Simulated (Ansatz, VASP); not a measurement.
# Cross-check of SiC (Moissanite 3C) between VASP and Ansatz, part 2 of 2

One calculation is typed for both programs; each brings its own data sets and cutoff. How far apart do they land?

VASP 6.6.1 and Ansatz 0.2.0.

So far. Step 2 (VASP: band structure, PBE): The run ends at a pressure of 3.11 GPa.

## (5) VASP: band structure, r2SCAN

Level of this step: r2SCAN; plane waves and PAW (Si, C) (VASP).

Levels along a path test the potential and the projectors away from the mesh points.

Input file INCAR:

```
SYSTEM = SiC
PREC = Accurate
ENCUT = 460
EDIFF = 1E-06
NELM = 100
ISMEAR = 0
SIGMA = 0.03
LREAL = .FALSE.
ALGO = Normal
METAGGA = R2SCAN
LASPH = .TRUE.
NBANDS = 16
LORBIT = 11
LWAVE = .FALSE.
LCHARG = .FALSE.
KPAR = 4
```

Input file POSCAR:

```
SiC
1.0
    0.0000000000      2.1790000000      2.1790000000
    2.1790000000      0.0000000000      2.1790000000
    2.1790000000      2.1790000000      0.0000000000
Si C
1 1
Direct
    0.0000000000      0.0000000000      0.0000000000
    0.7500000000      0.7500000000      0.7500000000
```

Input file KPOINTS:

```
Automatic mesh
0
Gamma
8 8 8
0 0 0
```

Input file KPOINTS_OPT:

```
Line mode
10
Line-mode
Reciprocal
  0.00000000   0.00000000   0.00000000 GAMMA
  0.50000000   0.00000000   0.50000000 X

  0.50000000   0.00000000   0.50000000 X
  0.50000000   0.25000000   0.75000000 W

  0.50000000   0.25000000   0.75000000 W
  0.37500000   0.37500000   0.75000000 K

  0.37500000   0.37500000   0.75000000 K
  0.00000000   0.00000000   0.00000000 GAMMA

  0.00000000   0.00000000   0.00000000 GAMMA
  0.50000000   0.50000000   0.50000000 L

  0.50000000   0.50000000   0.50000000 L
  0.62500000   0.25000000   0.62500000 U

  0.62500000   0.25000000   0.62500000 U
  0.50000000   0.25000000   0.75000000 W

  0.50000000   0.25000000   0.75000000 W
  0.50000000   0.50000000   0.50000000 L

  0.50000000   0.50000000   0.50000000 L
  0.37500000   0.37500000   0.75000000 K

  0.62500000   0.25000000   0.62500000 U
  0.50000000   0.00000000   0.50000000 X
```

Potentials, in the order of the species: Si and C (PBE family, release 64).

On the command line:

```bash
$ mpirun -np 4 vasp_std
```

Numbers of over 12 decimals in the logs are rounded to 6 here.

The program printed:

```text
[banner, memory and clock lines left out]
running    4 mpi-ranks, on    1 nodes
[...]
|                                                                             |
|               ----> ADVICE to this user running VASP <----                  |
|                                                                             |
|     You enforced a specific xc type in the INCAR file but a different       |
|     [... a line on the potential file left out ...]
|     I HOPE YOU KNOW WHAT YOU ARE DOING!                                     |
|                                                                             |

 LDA part: xc-table for (None), standard interpolation
 POSCAR, INCAR and KPOINTS ok, starting setup
[...]
entering main loop
       N       E                     dE             d eps       ncg     rms          rms(c)
DAV:   1    -0.293953071665E+01   -0.29395E+01   -0.35134E+03   968   0.394E+02
DAV:   2    -0.219463698487E+02   -0.19007E+02   -0.18412E+02  1256   0.915E+01
DAV:   3    -0.223249973231E+02   -0.37863E+00   -0.37840E+00  1072   0.972E+00
DAV:   4    -0.223257573971E+02   -0.76007E-03   -0.76006E-03  1296   0.572E-01
[...]
DAV:   9    -0.193283065806E+02   -0.44899E-04   -0.38310E-04  1216   0.107E-01    0.118E-01
DAV:  10    -0.193284129350E+02   -0.10635E-03   -0.11125E-04  1136   0.644E-02    0.980E-03
DAV:  11    -0.193284120527E+02    0.88228E-06   -0.24801E-06  1168   0.710E-03
   1 F= -.19328412E+02 E0= -.19328412E+02  d E =-.344288E-41
 Start KPOINTS_OPT (optional k-point list driver)
k-point batch [1-29\100]
       N       E                     dE             ncg
DAV:   1     0.928618309257E+03   -0.75258E+04      952
DAV:   2     0.394537177488E+03   -0.53408E+03     1264
DAV:   3     0.383509312425E+03   -0.11028E+02     1104
DAV:   4     0.383487281697E+03   -0.22031E-01     1216
DAV:   5     0.383487219812E+03   -0.61885E-04     1104
DAV:   6     0.383487219582E+03   -0.23003E-06     1120
[...]
k-point batch [88-100\100]
       N       E                     dE             ncg
DAV:   1     0.571960094438E+04   -0.44022E+04      456
DAV:   2     0.548810433206E+04   -0.23150E+03      544
DAV:   3     0.548465110079E+04   -0.34532E+01      536
DAV:   4     0.548464429707E+04   -0.68037E-02      528
DAV:   5     0.548464427683E+04   -0.20238E-04      520
DAV:   6     0.548464427675E+04   -0.82928E-07      480
```

OUTCAR, selected parts (step 5):

```text
  Total       -0.0622081     -0.0622081     -0.0622081     -0.0000000      0.0000000     -0.0000000
  in kB       -4.8167672     -4.8167672     -4.8167672     -0.0000000      0.0000000     -0.0000000
  external PRESSURE =      -4.8167672 kB  Pullay stress =       0.0000000 kB

 POSITION                                       TOTAL-FORCE (eV/Angst)
 -----------------------------------------------------------------------------------
      0.00000      0.00000      0.00000        -0.000000     -0.000000     -0.000000
      3.26850      3.26850      3.26850         0.000000      0.000000      0.000000
 -----------------------------------------------------------------------------------
    total drift:                                0.000001      0.000001      0.000001

  FREE ENERGIE OF THE ION-ELECTRON SYSTEM (eV)
  ---------------------------------------------------
  free  energy   TOTEN  =       -19.3284120527 eV

  energy  without entropy=      -19.3284120527  energy(sigma->0) =      -19.32841205

[... 2 parts as in an earlier step ...]

[... 1 further part left out ...]
[key lines of the parts left out:]
E-fermi :   8.2621
```

The run ends at a pressure of -0.48 GPa.

## (6) Ansatz: band structure, r2SCAN

The same cell, functional, mesh and smearing now go to Ansatz, which takes its cutoff from its data sets.

Input file input.yaml:

```yaml
crystal:
  lattice:
    - [0.0, 2.179, 2.179]
    - [2.179, 0.0, 2.179]
    - [2.179, 2.179, 0.0]
  atoms:
    - { symbol: Si, position: [0.0, 0.0, 0.0] }
    - { symbol: C, position: [0.75, 0.75, 0.75] }
hamiltonian:
  xc: r2scan
  pseudopotentials: { kind: paw }
kpoints:
  mp_grid: { grid: [8, 8, 8] }
  band_path:
    path:
      - [0.0, 0.0, 0.0]
      - [0.16667, 0.0, 0.16667]
      - [0.33333, 0.0, 0.33333]
      - [0.5, 0.0, 0.5]
      - [0.5, 0.08333, 0.58333]
      - [0.5, 0.19444, 0.69444]
      - [0.5, 0.25, 0.75]
      - [0.45833, 0.29167, 0.75]
      - [0.40278, 0.34722, 0.75]
      - [0.375, 0.375, 0.75]
      - [0.20833, 0.20833, 0.41667]
      - [0.08333, 0.08333, 0.16667]
      - [0.0, 0.0, 0.0]
      - [0.22222, 0.22222, 0.22222]
      - [0.38889, 0.38889, 0.38889]
      - [0.51389, 0.47222, 0.51389]
      - [0.55556, 0.38889, 0.55556]
      - [0.61111, 0.27778, 0.61111]
      - [0.61111, 0.25, 0.63889]
      - [0.56944, 0.25, 0.68056]
      - [0.51389, 0.25, 0.73611]
      - [0.5, 0.27778, 0.72222]
      - [0.5, 0.38889, 0.61111]
      - [0.5, 0.47222, 0.52778]
      - [0.48611, 0.48611, 0.52778]
      - [0.43056, 0.43056, 0.63889]
      - [0.38889, 0.38889, 0.72222]
      - [0.59722, 0.19444, 0.59722]
      - [0.55556, 0.11111, 0.55556]
      - [0.5, 0.0, 0.5]
    npoints: 1
scf:
  occupations: { method: gaussian, width: 0.03 }
  n_extra_bands: 7
output:
  forces: true
  stress: true
  eigenvalues: true
```

On the command line:

```bash
$ ansatz run input.yaml --threads 2 --pin off --max-ram 4608MiB --backend cpu --events-out ev --progress --plain --runs-dir out
```

The program printed:

```text
[...]
Crystal: 2 atoms, lattice volume = 20.692 Å³
Basis set: ecut = 500 eV, 531 PW (Γ), exchange–correlation on 96×96×96 points (64 copies of the dense FFT grid, shifted against one another)
Bands: 11, of which v1, the nominal top of the filled ones, is band 4 counted from 1 (3 counted from 0)
Symmetry: 24 space group operations
[...]
k-points: 29 of 512 (time reversal used)
[...]
--- Band table (eV; the first three rows and the last of 29) ---
  k-point 0: bands = [-6.8184, 9.3622, 9.3622, 9.3622, 16.1637, 17.2119, 17.2119, 17.2119, ... 3 higher]
  k-point 1: bands = [-6.5028, 7.8170, 9.1523, 9.1523, 16.3994, 17.5842, 17.5842, 17.8329, ... 3 higher]
  k-point 2: bands = [-5.5825, 4.8911, 8.7276, 8.7276, 15.9068, 17.8390, 17.8390, 19.5150, ... 3 higher]
  k-point 28: bands = [-1.5121, 2.1221, 4.1872, 4.5523, 15.0787, 19.4728, 19.5801, 19.8163, ... 3 higher]
[key lines of the parts left out:]
SCF converged after 6 iterations
Free energy (F): -891.332988 eV
Fermi energy:    10.218914 eV
P = ⅓ Tr σ = -0.2555 GPa (-2.555 kbar)
```

Run time: 2.8 s. Hardware: 2 threads of Arm Neoverse N1, shared host; peak memory 0.31 GiB.

## (7) Differences

What differs besides the data sets and the points named for the pairs above, as far as they apply: VASP keeps PBE cores, Ansatz makes them for the functional; the cutoff is 500 eV in Ansatz and 460 eV in VASP. Total energies have different zeros and are not compared.

Compared:

| quantity | Ansatz | VASP | difference |
| --- | --- | --- | --- |
| pressure (GPa) | -0.26 | -0.48 | +0.23 |
| gap over the path points (eV) | 1.713 | 1.724 | -0.011 |

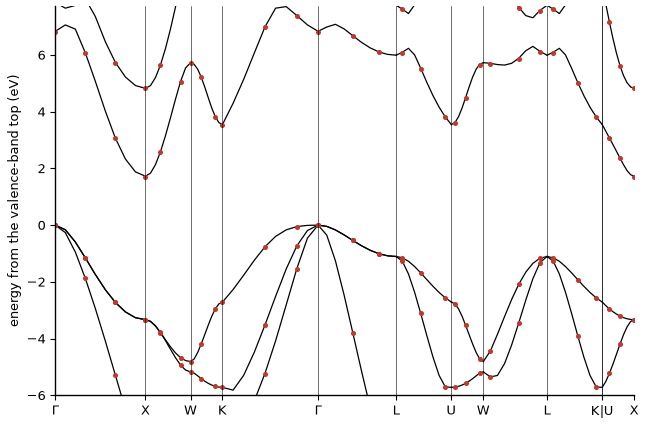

Bands from VASP (lines) and levels from Ansatz (dots). Dots without a line are higher empty bands that the VASP plot leaves out.

Levels at points of the path, from each program's valence-band top (eV; 3 filled, then empty):

| k (reciprocal lattice) | Ansatz | VASP |
| --- | --- | --- |
| 0.000 0.000 0.000 | 0.00 0.00 0.00 6.80 7.85 7.85 | 0.00 0.00 0.00 6.83 7.85 7.85 |
| 0.167 0.000 0.167 | -1.88 -1.16 -1.16 6.07 7.96 9.70 | -1.88 -1.16 -1.16 6.07 7.98 9.70 |
| 0.333 0.000 0.333 | -5.30 -2.73 -2.73 3.05 5.73 13.04 | -5.29 -2.73 -2.73 3.06 5.73 13.06 |
| 0.500 0.000 0.500 | -8.05 -3.33 -3.33 1.71 4.82 15.10 | -8.05 -3.33 -3.33 1.72 4.82 15.13 |
| 0.500 0.083 0.583 | -7.91 -3.79 -3.79 2.58 5.64 13.95 | -7.90 -3.79 -3.79 2.59 5.65 13.98 |
| 0.500 0.194 0.694 | -7.38 -4.93 -4.67 5.05 8.53 10.87 | -7.38 -4.93 -4.67 5.06 8.53 10.90 |
| 0.500 0.250 0.750 | -7.24 -5.17 -4.81 5.72 10.11 10.22 | -7.24 -5.18 -4.81 5.73 10.13 10.23 |
| 0.458 0.292 0.750 | -7.32 -5.41 -4.20 5.21 9.05 10.71 | -7.32 -5.41 -4.20 5.22 9.06 10.73 |
| 0.403 0.347 0.750 | -7.48 -5.68 -2.95 3.81 8.46 12.15 | -7.48 -5.68 -2.95 3.82 8.47 12.17 |
| 0.375 0.375 0.750 | -7.50 -5.72 -2.71 3.53 8.40 12.69 | -7.50 -5.72 -2.71 3.54 8.41 12.71 |

Among the levels compared (up to four filled and three empty ones at each point), filled levels agree within 2 meV and empty ones within 32 meV.

## (8) VASP: dielectric response, LDA

The response to a field tests empty states and converges slowly with the mesh.

Input file INCAR:

```
SYSTEM = SiC
PREC = Accurate
ENCUT = 460
EDIFF = 1E-08
NELM = 100
ISMEAR = 0
SIGMA = 0.01
LREAL = .FALSE.
ALGO = Normal
GGA = CA
NBANDS = 10
LORBIT = 11
LWAVE = .FALSE.
LCHARG = .FALSE.
KPAR = 4
LEPSILON = .TRUE.
```

POSCAR is that of step 5.

Input file KPOINTS:

```
Automatic mesh
0
Gamma
12 12 12
0 0 0
```

The projector-augmented-wave data sets are Si and C (LDA family, release 64).

On the command line:

```bash
$ mpirun -np 4 vasp_std
```

The program printed:

```text
[banner, memory and clock lines left out]
running    4 mpi-ranks, on    1 nodes
[...]
LDA part: xc-table for (Slater(with rela. corr.)+CA(PZ))
 , standard interpolation
 POSCAR, INCAR and KPOINTS ok, starting setup
[...]
entering main loop
       N       E                     dE             d eps       ncg     rms          rms(c)
DAV:   1    -0.599795031887E-01   -0.59980E-01   -0.37549E+03  1522   0.608E+02
DAV:   2    -0.181758877246E+02   -0.18116E+02   -0.17424E+02  1936   0.105E+02
DAV:   3    -0.186702778179E+02   -0.49439E+00   -0.49373E+00  1676   0.152E+01
DAV:   4    -0.186723647282E+02   -0.20869E-02   -0.20868E-02  1690   0.126E+00
[...]
DAV:  11    -0.166398391538E+02   -0.24527E-06   -0.37567E-06  1738   0.127E-02    0.124E-02
DAV:  12    -0.166398389240E+02    0.22975E-06   -0.65091E-07  1500   0.421E-03    0.679E-04
DAV:  13    -0.166398389269E+02   -0.29098E-08   -0.27401E-08  1598   0.107E-03
   1 F= -.16639839E+02 E0= -.16639839E+02  d E =-.434619E-88
[...]
RMM:   9    -0.362722870513E+00    0.87993E-06   -0.70966E-10  8208   0.127E-04    0.205E-05
RMM:  10    -0.362723038699E+00   -0.16819E-06    0.38682E-10  5356   0.297E-05    0.787E-06
 change of polarisation eV/A/(eV/A) component  2 :     0.128     0.685     0.133
 dielectric tensor                  component  2 :     1.117     6.992     1.159
 Linear response to external field, progress :
  Direction:   3
       N       E                     dE             d eps       ncg     rms          rms(c)
RMM:   1    -0.352138734868E+00   -0.35214E+00   -0.14107E+00 12847   0.255E+00
RMM:   2    -0.361196717849E+00   -0.90580E-02   -0.27026E-03  8953   0.368E-01    0.878E-01
RMM:   3    -0.351266580596E+00    0.99301E-02   -0.50107E-03  8962   0.419E-01    0.509E-01
RMM:   4    -0.360544723631E+00   -0.92781E-02   -0.61621E-03  9017   0.467E-01    0.742E-02
[...]
RMM:   8    -0.362723755605E+00   -0.36027E-05   -0.47983E-09  9964   0.407E-04    0.114E-04
RMM:   9    -0.362722875295E+00    0.88031E-06   -0.10600E-09  8215   0.127E-04    0.205E-05
RMM:  10    -0.362723042383E+00   -0.16709E-06   -0.16442E-10  5359   0.297E-05    0.788E-06
 change of polarisation eV/A/(eV/A) component  3 :     0.107     0.173     0.685
 dielectric tensor                  component  3 :     0.938     1.515     6.992
 Born effective charges drift removed
```

Parts of OUTCAR (step 8):

```text
  Total       -0.5312719     -0.5312719     -0.5312719     -0.0000000      0.0000000     -0.0000000
  in kB      -41.1363515    -41.1363515    -41.1363515     -0.0000000      0.0000000     -0.0000000
  external PRESSURE =     -41.1363515 kB  Pullay stress =       0.0000000 kB

 POSITION                                       TOTAL-FORCE (eV/Angst)
 -----------------------------------------------------------------------------------
      0.00000      0.00000      0.00000        -0.000000      0.000000      0.000000
      3.26850      3.26850      3.26850         0.000000     -0.000000     -0.000000
 -----------------------------------------------------------------------------------
    total drift:                               -0.000000     -0.000000     -0.000000

 MACROSCOPIC STATIC DIELECTRIC TENSOR (including local field effects in DFT)
 ------------------------------------------------------
           6.991936     0.000000     0.000000
           0.000000     6.991936    -0.000000
           0.000000    -0.000000     6.991936
 ------------------------------------------------------

[... 1 part as in an earlier step ...]

[... 1 further part left out ...]
```

## (9) Ansatz: dielectric response, LDA

The same cell, functional (in two slightly different forms) and mesh now go to Ansatz, which takes its cutoff from its data sets.

Input file input.yaml:

```yaml
crystal:
  lattice:
    - [0.0, 2.179, 2.179]
    - [2.179, 0.0, 2.179]
    - [2.179, 2.179, 0.0]
  atoms:
    - { symbol: Si, position: [0.0, 0.0, 0.0] }
    - { symbol: C, position: [0.75, 0.75, 0.75] }
hamiltonian:
  xc: lda
  pseudopotentials: { kind: paw }
kpoints:
  mp_grid: { grid: [12, 12, 12] }
scf:
  occupations: { method: fixed }
dielectric:
  method: response
```

On the command line:

```bash
$ ansatz run input.yaml --threads 2 --pin off --max-ram 4608MiB --backend cpu --events-out ev --progress --plain --runs-dir out
```

The program printed:

```text
[...]
Crystal: 2 atoms, lattice volume = 20.692 Å³
Basis set: ecut = 420 eV, 411 PW (Γ), exchange–correlation on 48×48×48 points (8 copies of the dense FFT grid, shifted against one another)
Bands: 8, of which v1, the nominal top of the filled ones, is band 4 counted from 1 (3 counted from 0)
Symmetry: 24 space group operations
k-points: 280 of 1728 (irreducible under 4 space group operations, time reversal used)
[...]
site 0:
         2.71619    0.00000    0.00000
         0.00000    2.71619    0.00000
         0.00000    0.00000    2.71619
    site 1:
        -2.71619    0.00000   -0.00000
        -0.00000   -2.71619   -0.00000
        -0.00000   -0.00000   -2.71619
  Z* charge neutrality: 1.138e-3 e pre-enforcement
  solved inside a basis spanned on kpoints, on 12×12×12 k-points, its susceptibility summed on 16×16×16: ε∞ is read to err by 2.0e-2, Z* by 9.7e-3 e (field_mesh: kpoints solves on kpoints); Z* is corrected for what the basis lacks
[key lines of the parts left out:]
SCF converged after 7 iterations
Free energy (F): -852.194960 eV
Fermi energy:    9.243855 eV
```

Run time: 27 s. Hardware: 2 threads; peak memory 0.47 GiB; 52 s of CPU time.

## (10) Comparison

What differs besides the data sets and the points named for the pairs above, as far as they apply: the two LDA forms differ slightly; VASP's response is taken on the typed mesh, Ansatz refines its own for the field response alone; Ansatz makes its cores anew for this functional, VASP keeps those of its LDA data sets. Total energies have different zeros and are not compared.

The two programs side by side:

| quantity | Ansatz | VASP | difference |
| --- | --- | --- | --- |
| ε∞ xx | 6.97 | 6.99 | -0.25 % |
| ε∞ yy | 6.97 | 6.99 | -0.25 % |
| ε∞ zz | 6.97 | 6.99 | -0.25 % |
| Born charge of Si1 (mean of the diagonal) (e) | 2.72 | 2.70 | +0.02 |
| Born charge of C2 (mean of the diagonal) (e) | -2.72 | -2.70 | -0.02 |

## (11) Outcome

| Property | Result |
| --- | --- |
| difference in gap over the path points (band structure, PBE) | 0.0029 eV |
| difference in gap over the path points (band structure, r2SCAN) | -0.011 eV |
| difference in ε∞ xx (dielectric response, LDA) | -0.25 % |

The difference in gap over the path points is -0.011 eV (band structure, r2SCAN), within the 0.08 eV picked in this series as the mark of a large difference. 2 further runs on this material are not shown. How closely two codes agree says nothing of how well the functional describes the real material.

[Lines on the potential files, build, host, timing and source positions are cut from VASP's logs without a mark.]

[Logs are printed without paths, hosts, clocks, repeated set-up lines and the standing remarks that a program may print on its own settings, such as how far it seeks lower states.]

[Hosts, paths, dates, database ids (printed as entryN), source tags and the programs' standing remarks are cut or masked in the printed files.]
